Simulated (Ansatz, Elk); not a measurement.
# TlVN2: X-ray structure factors from the self-consistent density

The structure of TlVN2 used here is made up (a known structure type with other elements) and was relaxed beforehand with PBEsol. The aim is the Fourier transform of its all-electron density, F(hkl), set beside the sum over free spherical atoms that refinements use.

Program: Elk 11.2.3 (patched build). Level of theory: DFT, PBE, all-electron APW+lo, Dirac cores, scalar-relativistic bands, static density, no spin. Results are calculated unless marked as measured.

The structure was built from a prototype and need not be the compound's stable phase.

## (1) The starting structure

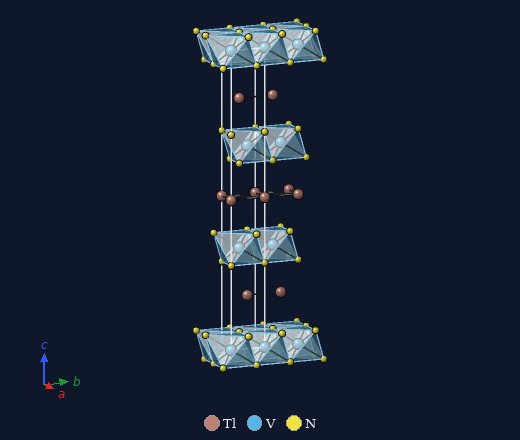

The cell as given, slightly off an axis (thallium pink, vanadium blue, nitrogen yellow). 1×2×1 cells are drawn. This picture shows the conventional cell, with its axes. Bonds to atoms that aren't drawn are left out. Some periodic images of atoms are drawn too.

## (2) Ground state and structure factors

An all-electron density is needed, since X-rays see the cores too. Task 0 finds the density and task 195 Fourier-transforms it; tshift is off so that phases refer to the origin typed.

Input file elk.in:

```
tasks
  0
  195

xctype
  20

spinpol
  .false.

rgkmax
  7.0

gmaxvr
  14.0

lmaxo
  7

lmaxapw
  8

swidth
  0.002

tshift
  .false.

ramdisk
  .false.

hmaxvr
  5.5

maxscl
  120

epspot
  1e-06

sppath
  './'

avec
  2.79081065191 1.61127528114 12.41120948519
  -2.79081065191 1.61127528114 12.41120948519
  0.00000000000 -3.22255056228 12.41120948519

atoms
  3
  'Tl.in'
  1
  0.5000000000 0.5000000000 0.5000000000   0.000000 0.000000 0.000000
  'V.in'
  1
  0.0000000000 0.0000000000 0.0000000000   0.000000 0.000000 0.000000
  'N.in'
  2
  0.7186355829 0.7186355829 0.7186355829   0.000000 0.000000 0.000000
  0.2813644171 0.2813644171 0.2813644171   0.000000 0.000000 0.000000

ngridk
  9 9 9
```

On the command line:

```bash
$ OMP_NUM_THREADS=4 elk
```

Numbers of over 12 decimals in the logs are rounded to 6 here.

The log of the run:

```text
┌─────────────────────────┐
│ Elk code version 11.2.3 │
└─────────────────────────┘

All units are atomic (Hartree, Bohr, etc.)

┌─────────────────────────────────────────────────┐
│ Ground-state run starting from atomic densities │
└─────────────────────────────────────────────────┘

Lattice vectors :
   2.790810652       1.611275281       12.41120949
  -2.790810652       1.611275281       12.41120949
   0.000000000      -3.222550562       12.41120949

Reciprocal lattice vectors :
   1.125691795      0.6499184611      0.1687502821
  -1.125691795      0.6499184611      0.1687502821
 -0.7864745353E-17  -1.299836922      0.1687502821

Unit cell volume      :    334.8616963
Brillouin zone volume :   0.7407542165

Muffin-tin inner radius fraction :   0.1000000000E-01

Nuclei treated as point charges

Species : 1 (Tl)
 parameters loaded from : Tl.in
 name : thallium
 nuclear charge    :   -81.00000000
 electronic charge :    81.00000000
 atomic mass :    372567.9643
 muffin-tin radius :    2.765810652
 number of radial points in muffin-tin :   1393
 inner part over the whole radius :   0.9928320388E-02
 number on inner part of muffin-tin    :   1000
 approximate nuclear radius :   0.1043008296E-03
 number of mesh points to nuclear radius :    525
 atomic positions (lattice), magnetic fields (Cartesian) :
  1 :   0.50000000  0.50000000  0.50000000    0.00000000  0.00000000  0.00000000

Species : 2 (V)
 parameters loaded from : V.in
 name : vanadium
 nuclear charge    :   -23.00000000
 electronic charge :    23.00000000
 atomic mass :    92860.67382
 muffin-tin radius :    2.119348194
 number of radial points in muffin-tin :    993
 inner part over the whole radius :   0.9977124003E-02
 number on inner part of muffin-tin    :    697
 approximate nuclear radius :   0.6897515165E-04
 number of mesh points to nuclear radius :    329
 atomic positions (lattice), magnetic fields (Cartesian) :
  1 :   0.00000000  0.00000000  0.00000000    0.00000000  0.00000000  0.00000000

Species : 3 (N)
 parameters loaded from : N.in
 name : nitrogen
 nuclear charge    :   -7.000000000
 electronic charge :    7.000000000
 atomic mass :    25532.65216
 muffin-tin radius :    1.589511145
 number of radial points in muffin-tin :    593
 inner part over the whole radius :   0.9819498740E-02
 number on inner part of muffin-tin    :    405
 approximate nuclear radius :   0.4939692610E-04
 number of mesh points to nuclear radius :    171
 atomic positions (lattice), magnetic fields (Cartesian) :
  1 :  -0.28136442 -0.28136442 -0.28136442    0.00000000  0.00000000  0.00000000
  2 :   0.28136442  0.28136442  0.28136442    0.00000000  0.00000000  0.00000000

Total number of atoms per unit cell :    4
Total muffin-tin volume :    162.1435982
 ratio of muffin-tin to unit cell volume :   0.4842106459

Spin treatment :
 spin-unpolarised

Number of Bravais lattice symmetries :   12
Number of crystal symmetries         :   12
Crystal has inversion symmetry
Real symmetric eigensolver will be used

k-point grid :      9     9     9
k-point offset :    0.000000000       0.000000000       0.000000000
k-point set is reduced with full crystal symmetry group
Total number of k-points :       85

Muffin-tin radius times maximum |G+k| :    7.000000000
 using average radius
Maximum |G+k| for APW functions       :    3.472144230
Maximum (1/2)|G+k|²                   :    6.027892777
Maximum |G| for potential and density :    14.00000000
Constant for pseudocharge density :   10
 order of it for each species :   17  17  17
 order of it for pair densities of each species (exact exchange by exxq0 0: 18) :   17  11   5
Radial integration step length :    1

G-vector grid sizes :     60    60    60
Number of G-vectors :    15559

Maximum angular momentum used for
 APW functions            :    8
 outer part of muffin-tin :    7
 inner part of muffin-tin :    2

Total nuclear charge    :   -118.0000000
Total core charge       :    76.00000000
Total valence charge    :    42.00000000
[...]
xc potential                :     -558.68972917506
 exchange                    :     -434.47023360517
 correlation                 :     -6.482309
 electron entropic           :    -0.35982898882234E-03
 total energy                :     -21348.383329784

Density of states at Fermi energy :    26.06132371
 (states/Hartree/unit cell)

Estimated indirect band gap :   0.2846408473E-02
 from k-point 31 to k-point 5
Estimated direct band gap   :   0.2661072419E-01
 at k-point 38

Charges :
 core                        :    76.00000000
 valence                     :    42.00000000
 interstitial                :    5.540269432
 muffin-tins (core leakage)
  species : 1 (Tl)
   atom 1                    :    79.21066989     (  0.4828014267E-04)
  species : 2 (V)
   atom 1                    :    19.97427222     ( -0.2120190885E-06)
  species : 3 (N)
[...]
total in muffin-tins        :    112.4597306
 total calculated charge     :    117.9981119
 total charge                :    118.0000000
 error                       :   0.1888134809E-02

RMS change in Kohn-Sham potential (target) :    1.223948548     (  0.1000000000E-05)
Absolute change in total energy (target)   :   0.2589723629     (  0.1000000000E-03)

[... loops 3 to 19 left out ...]

┌──────────────────┐
│ Loop number : 20 │
└──────────────────┘

Energies :
 Fermi                       :     0.313474
 sum of occupied eigenvalues :     -13126.397960854
 electron kinetic            :      24583.796672691
 core electron kinetic       :      24248.586509285
 Coulomb                     :     -45490.075492473
 Coulomb potential           :     -37133.703409830
 nuclear-nuclear             :     -1613.2519663220
 electron-nuclear            :     -50653.996194696
 Hartree                     :      6777.1726685456
 Madelung                    :     -26923.223787558
 xc potential                :     -576.49122371527
 exchange                    :     -434.61290461040
 correlation                 :     -6.509635
 electron entropic           :    -0.42563951421744E-03
 total energy                :     -21347.401784963

Density of states at Fermi energy :    33.17367648
 (states/Hartree/unit cell)

Estimated indirect band gap :   0.1309950830E-02
 from k-point 65 to k-point 83
Estimated direct band gap   :   0.2211036555E-01
 at k-point 76

Charges :
 core                        :    76.00000000
 valence                     :    42.00000000
 interstitial                :    5.632064291
 muffin-tins (core leakage)
  species : 1 (Tl)
[...]
species : 2 (V)
[...]
species : 3 (N)
[...]
total in muffin-tins        :    112.3679357
 total calculated charge     :    117.9982339
 total charge                :    118.0000000
 error                       :   0.1766078524E-02

RMS change in Kohn-Sham potential (target) :   0.5333936222E-07 (  0.1000000000E-05)
Absolute change in total energy (target)   :   0.3133549762E-04 (  0.1000000000E-03)

Convergence targets achieved

┌──────────────────┐
│ Loop number : 21 │
└──────────────────┘

Energies :
 Fermi                       :     0.313474
 sum of occupied eigenvalues :     -13126.397959734
 electron kinetic            :      24583.796672413
 core electron kinetic       :      24248.586508731
 Coulomb                     :     -45490.075490985
 Coulomb potential           :     -37133.703412265
 nuclear-nuclear             :     -1613.2519663220
 electron-nuclear            :     -50653.996189313
 Hartree                     :      6777.1726646492
 Madelung                    :     -26923.223784853
 xc potential                :     -576.49121988154
 exchange                    :     -434.61290462608
 correlation                 :     -6.509635
 electron entropic           :    -0.42563977298060E-03
 total energy                :     -21347.401783767

Density of states at Fermi energy :    33.17370199
 (states/Hartree/unit cell)

Estimated indirect band gap :   0.1309950082E-02
 from k-point 65 to k-point 83
Estimated direct band gap   :   0.2211035920E-01
 at k-point 76

Charges :
 core                        :    76.00000000
 valence                     :    42.00000000
 interstitial                :    5.632064235
 muffin-tins (core leakage)
  species : 1 (Tl)
[...]
species : 2 (V)
   atom 1                    :    20.98311828     ( -0.2121574045E-06)
  species : 3 (N)
   atom 1                    :    5.856341979     (  0.1479364549E-05)
   atom 2                    :    5.856341979     (  0.1479364549E-05)
 total in muffin-tins        :    112.3679358
 total calculated charge     :    117.9982339
 total charge                :    118.0000000
 error                       :   0.1766078566E-02

┌──────────────────────────────┐
│ Self-consistent loop stopped │
└──────────────────────────────┘

Wrote STATE.OUT
```

Run time: 82 s. Hardware: 4 threads of Arm Neoverse V2, shared host; peak memory 0.22 GiB; 3.1 min of CPU time.

SFACRHO.OUT:

```text

h k l indices transformed by vhmat matrix:
   1.000000000       0.000000000       0.000000000    
   0.000000000       1.000000000       0.000000000    
   0.000000000       0.000000000       1.000000000    

      h      k      l  multipl.   |H|            Re(F)            Im(F)           |F|

      0      0      0      1   0.0000000       118.00000     -0.10967402E-15   118.00000    
     -1     -1     -1      2  0.50625085      -49.441775     -0.27882837E-13   49.441775    
      2      2      2      2   1.0125017       86.965995     -0.52861213E-13   86.965995    
      0      0     -1      6   1.3107451      -53.954055     -0.87133867E-14   53.954055    
      1      1      0      6   1.3429381       76.550549     -0.16700658E-13   76.550549    
     -1     -1     -2      6   1.4646510       89.571814      0.32239531E-13   89.571814    
      3      3      3      2   1.5187525      -59.065735      0.73119837E-13   59.065735    
      1      2      2      6   1.5496750      -57.390011      0.40372025E-13   57.390011    
      2      2      3      6   1.7563975      -41.380271      0.54749113E-13   41.380271    
      3      3      2      6   1.8740550       76.534229     -0.60412814E-13   76.534229    
     -4     -4     -4      2   2.0250034       69.664592      0.88876544E-13   69.664592    
     -3     -3     -4      6   2.1300802       75.268305      0.72902002E-13   75.268305    
      1      0     -1      6   2.2513836       76.702919      0.13052243E-15   76.702919    
      4      3      4      6   2.2661094      -40.462524      0.28318507E-12   40.462524    
      2      0      1     12   2.3076001      -41.803189      0.21202574E-13   41.803189    
     -1     -3     -2     12   2.4685801       66.149689      0.41243364E-13   66.149689    
      5      5      5      2   2.5312542      -42.524617     -0.94685469E-13   42.524617    
      4      4      5      6   2.5499277      -45.898070      0.28318507E-12   45.898070
```

Elk indexes on the primitive cell of elk.in and gives |H| = 4π sin θ/λ in inverse bohr. Below, one row stands for each form hkl of the conventional cell (m members, Friedel mates merged), F is for one primitive cell and the density is static (no thermal factor). Free-atom factors are Waasmaier and Kirfel's, and R is Σm||F|−|F'||/Σm|F|.

| hkl | m | sin θ/λ (Å⁻¹) | abs F, DFT | neutral atoms | diff. |
| --- | --- | --- | --- | --- | --- |
| 003 | 2 | 0.076 | 49.442 | 49.777 | -0.335 |
| 006 | 2 | 0.152 | 86.966 | 87.259 | -0.293 |
| 101 | 6 | 0.197 | 53.954 | 53.775 | +0.179 |
| 012 | 6 | 0.202 | 76.550 | 77.257 | -0.707 |
| 104 | 6 | 0.220 | 89.572 | 89.544 | +0.028 |
| 009 | 2 | 0.228 | 59.066 | 58.493 | +0.572 |
| 015 | 6 | 0.233 | 57.390 | 56.945 | +0.445 |
| 107 | 6 | 0.264 | 41.380 | 41.511 | -0.131 |
| 018 | 6 | 0.282 | 76.534 | 76.829 | -0.295 |
| 0 0 12 | 2 | 0.304 | 69.665 | 70.005 | -0.340 |
| 1 0 10 | 6 | 0.320 | 75.268 | 75.296 | -0.027 |
| 110 | 6 | 0.339 | 76.703 | 76.869 | -0.166 |
| 0 1 11 | 6 | 0.341 | 40.462 | 40.406 | +0.057 |
| 113 | 12 | 0.347 | 41.803 | 41.714 | +0.089 |
| 116 | 12 | 0.371 | 66.150 | 66.176 | -0.027 |
| 0 0 15 | 2 | 0.381 | 42.525 | 42.423 | +0.102 |
| 1 0 13 | 6 | 0.384 | 45.898 | 45.976 | -0.078 |
| 021 | 6 | 0.392 | 43.915 | 43.844 | +0.071 |

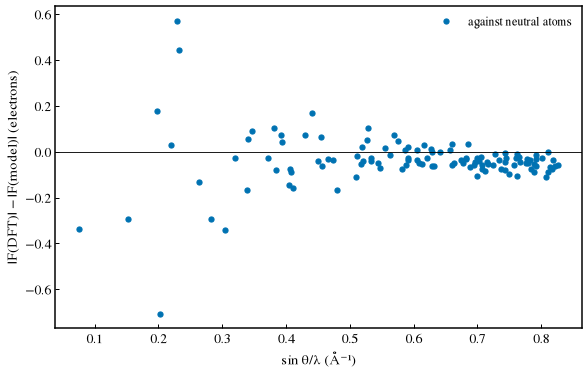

Difference between the calculated structure factors and the independent-atom ones.

## (3) The highest occupied states alone

An energy window below the Fermi level keeps the highest occupied states, to see at which angles they scatter; shallow core shells can lie inside it and anion s states outside. No new self-consistency is needed.

elk.in: that of step 2 with these lines changed.

```diff
@@ -1,3 +1,2 @@
 tasks
-  0
   195
@@ -40,2 +39,5 @@
 
+wsfac
+  -0.237770 0.613470
+
 sppath
```

On the command line:

```bash
$ OMP_NUM_THREADS=4 elk
```

The log of the run:

```text
┌─────────────────────────────────┐
│ Elk code version 11.2.3 started │
└─────────────────────────────────┘

Info(readinput): the functional depends on the density's gradient
 muffin-tin radial points multiplied by    2.00000
 (not where nrmtscf is given)

┌────────────────────┐
│ Current task : 195 │
└────────────────────┘
Info(checkmt): changed muffin-tin radius of species 1 (Tl) from   2.8000 to   2.7658
Info(checkmt): changed muffin-tin radius of species 2 (V) from   2.4000 to   2.1193
Info(checkmt): changed muffin-tin radius of species 3 (N) from   1.8000 to   1.5895

Info(sfacrho): density structure factors written to SFACRHO.OUT

 Energy window :  -0.2377700000      0.6134700000

┌──────────────────┐
│ Elk code stopped │
└──────────────────┘
```

It took 8.7 s on 4 threads; peak memory 0.16 GiB.

States within 15 eV below the Fermi level hold 27.68 electrons; any levels below the window count with the cores, and a count that is not whole means the window cuts a band. Their amplitudes can exceed the total, where window and core parts have opposite phase:

| hkl | sin θ/λ (Å⁻¹) | abs F, window | abs F, all |
| --- | --- | --- | --- |
| 003 | 0.076 | 2.121 | 49.442 |
| 006 | 0.152 | 6.790 | 86.966 |
| 101 | 0.197 | 5.026 | 53.954 |
| 012 | 0.202 | 1.513 | 76.550 |
| 104 | 0.220 | 9.157 | 89.572 |
| 009 | 0.228 | 7.697 | 59.066 |
| 015 | 0.233 | 6.680 | 57.390 |
| 107 | 0.264 | 1.348 | 41.380 |
| 018 | 0.282 | 3.285 | 76.534 |
| 0 0 12 | 0.304 | 0.797 | 69.665 |

(Part 1 of 2 ends here.)

[Logs are printed without paths, hosts, clocks, repeated set-up lines and the standing remarks that a program may print on its own settings, such as how far it seeks lower states.]

[Hosts, paths, dates, database ids (printed as entryN), source tags and the programs' standing remarks are cut or masked in the printed files.]
